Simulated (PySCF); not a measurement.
Molecule: C₄H₇Ga, SMILES C[C@@H]1C=[C]1[GaH2], singlet.

Simulated rotational absorption lines between 18 and 26 GHz at 2 K: rigid rotor with the equilibrium constants and dipole of one optimised conformer (PBE0-D3(BJ)/def2-SVP, PySCF), commonest isotopes; no centrifugal distortion, hyperfine structure, internal rotation or nuclear-spin weights; lines within 1 MHz of each other are summed.

What are the rotational constants, and what kind of rotor is it?

Rotational constants A, B, C = 8.702, 1.481, 1.325 GHz; Ray's κ = −0.96, a near-prolate asymmetric top.

Which dipole components drive the lines?

|μa|, |μb|, |μc| = 0.41, 0.40, 0.23 D; a-type lines carry 45 % of the intensity in this range.

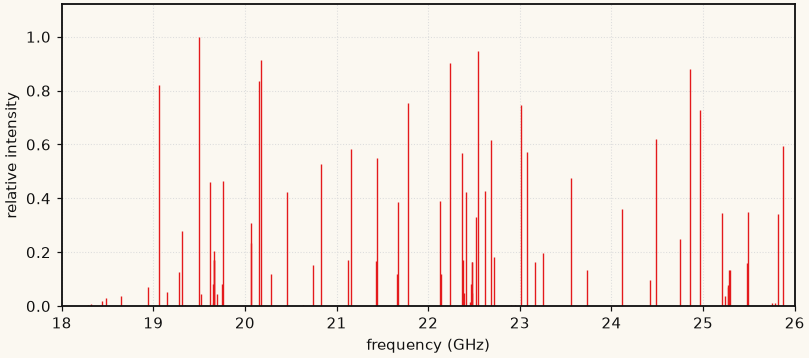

Known limits of this run: coarse grid, loose stop and no frequency check, small forces are noise and the end may be a saddle.
